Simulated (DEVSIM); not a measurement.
Device: abrupt GaAs n-p junction, at 300 K.

| layer (left to right) | material | thickness (μm) | Nd (cm⁻³) | Na (cm⁻³) | τn (s) | τp (s) |
|---|---|---|---|---|---|---|
| 1 | GaAs | 4.80 | 1.6e15 | - | 2e-8 | 2e-8 |
| 2 | GaAs | 26.0 | - | 2.5e17 | 2e-8 | 2e-8 |

Left contact: ohmic. Right contact: ohmic. Voltage is applied to the left contact. Recombination: SRH at mid-gap, radiative. Mobility is constant in doping.

Constants are typed, rounded textbook-type inputs, not results; the design itself was drawn at random and stands for no fabricated device. Values at 300 K.

| parameter | GaAs |
|---|---|
| gap (eV) | 1.424 |
| affinity (eV) | 4.07 |
| permittivity | 12.9 |
| Nc (cm⁻³) | 4.7e17 |
| Nv (cm⁻³) | 9e18 |
| μn (cm²/Vs) | 8500 |
| μp (cm²/Vs) | 400 |
| B (cm³/s) | 2e-10 |

Model (solved in DEVSIM): 1D drift-diffusion, Boltzmann statistics, complete ionisation; no tunnelling, impact ionisation, image-force lowering or self-heating.

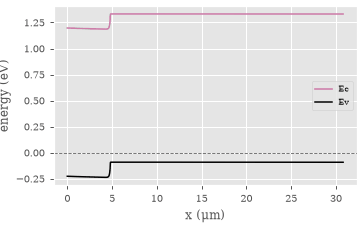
Band edges at -1.05 V on the left contact

Energies count from the Fermi level of the right contact; mesh points crowd at the junctions.

```
x (μm)   Ec (eV)  Ev (eV)  n (cm⁻³)  p (cm⁻³)  field (V/cm)
-------  -------  -------  --------  --------  ------------
0.000      1.197   -0.227    1.6e15     < 1e2           -32
0.03717    1.197   -0.227    1.6e15    7.3e12           -32
0.1377     1.196   -0.228    1.6e15    2.7e13           -31
0.3861     1.196   -0.228    1.7e15    7.4e13           -30
1.411      1.193   -0.231    1.9e15    2.6e14           -25
3.270      1.188   -0.235    2.2e15    6.0e14           -22
4.211      1.187   -0.237    2.4e15    7.8e14           -15
4.649      1.200   -0.224    1.4e15    1.5e15          1900
4.758      1.246   -0.177    2.3e14    9.1e15          8400
4.798      1.302   -0.122    2.7e13    7.8e16         24000
4.835      1.332   -0.092    8.6e12    2.5e17           590
4.984      1.332   -0.092    8.4e12    2.5e17           ≈ 0
5.308      1.332   -0.092    8.2e12    2.5e17           ≈ 0
6.134      1.332   -0.092    7.7e12    2.5e17           ≈ 0
9.778      1.332   -0.092    5.9e12    2.5e17           ≈ 0
17.54      1.332   -0.092    3.1e12    2.5e17           ≈ 0
25.51      1.331   -0.092    1.1e12    2.5e17           ≈ 0
28.82      1.331   -0.093    4.1e11    2.5e17           ≈ 0
30.26      1.331   -0.093    1.1e11    2.5e17           ≈ 0
30.60      1.331   -0.093    4.1e10    2.5e17           ≈ 0
30.74      1.331   -0.093    1.2e10    2.5e17           ≈ 0
30.80      1.331   -0.093     < 1e2    2.5e17           ≈ 0
```
